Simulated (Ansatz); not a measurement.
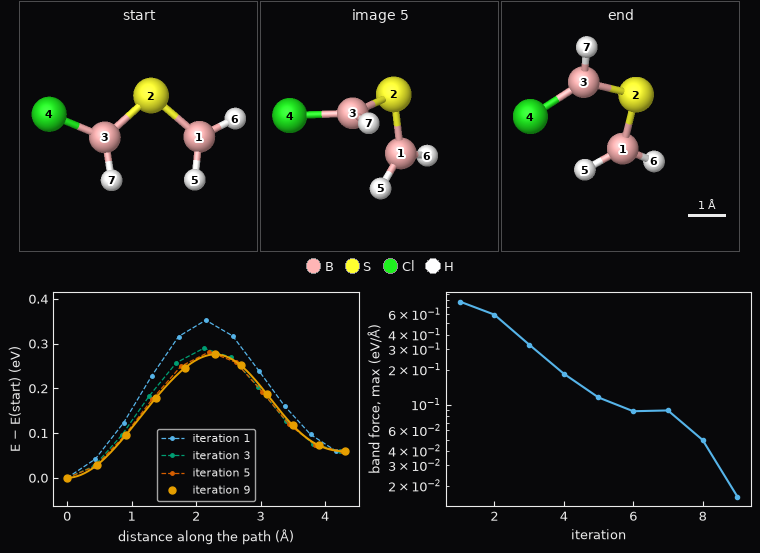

A search for the minimum-energy path of B$_{2}$H$_{3}$SCl by the nudged elastic band. Images are numbered from 0 (start) to 10 (end). The plot follows the band through its iterations. Style: ball-and-stick. Shown at a tilt.

The calculation used RKS PBE/6-31G* in Ansatz.

Input
```yaml
crystal:
  periodic: [false, false, false]
  atoms:
    - { symbol: B, position_ang: [-0.268015, 1.45135, -0.078845] }
    - { symbol: S, position_ang: [-0.544411, 0.03707, 1.0151] }
    - { symbol: B, position_ang: [0.24837, -1.31596, 0.0783] }
    - { symbol: Cl, position_ang: [0.226999, -2.943337, 0.735515] }
    - { symbol: H, position_ang: [0.319664, 1.317755, -1.116924] }
    - { symbol: H, position_ang: [-0.70358, 2.505432, 0.297027] }
    - { symbol: H, position_ang: [0.782273, -1.12021, -0.975774] }
basis:
  gaussian: { orbitals: "6-31G*" }
hamiltonian:
  xc: pbe
neb:
  order_check: false
  images: 9
  f_tol: 0.03
  max_iterations: 60
  initial_path: idpp
  final_atoms:
    - { symbol: B, position_ang: [-0.22480975, 1.44863003, -0.17561749] }
    - { symbol: S, position_ang: [-0.53482502, 0.13447509, 1.03000593] }
    - { symbol: B, position_ang: [0.14132671, -1.42137736, 0.34539694] }
    - { symbol: Cl, position_ang: [0.95060366, -1.59870386, -1.19914536] }
    - { symbol: H, position_ang: [0.33349618, 1.22880272, -1.21284707] }
    - { symbol: H, position_ang: [-0.61619832, 2.53905429, 0.13909239] }
    - { symbol: H, position_ang: [0.01170653, -2.3987809, 1.02751366] }
```

Run as
```bash
ansatz run input.yaml --threads 1 --pin off --max-ram 2048MiB --backend cpu --events-out ev --progress --plain --runs-dir out
```

How did the profile develop, and is the result final?

The result is final at these settings. The band converged in 9 iterations. The largest component of the band force went from 0.77 to 0.016 eV/Å. The climbing image converged on the top of the path. Its vibrational analysis gives one imaginary mode (143i cm⁻¹), as a transition state must have. The first iteration put the highest image at 0.353 eV. The energy climbs by 0.276 eV to image 5 and then falls by 0.217 eV, so the end point sits at +0.059 eV.

The run took roughly 90 core-seconds on a shared host.
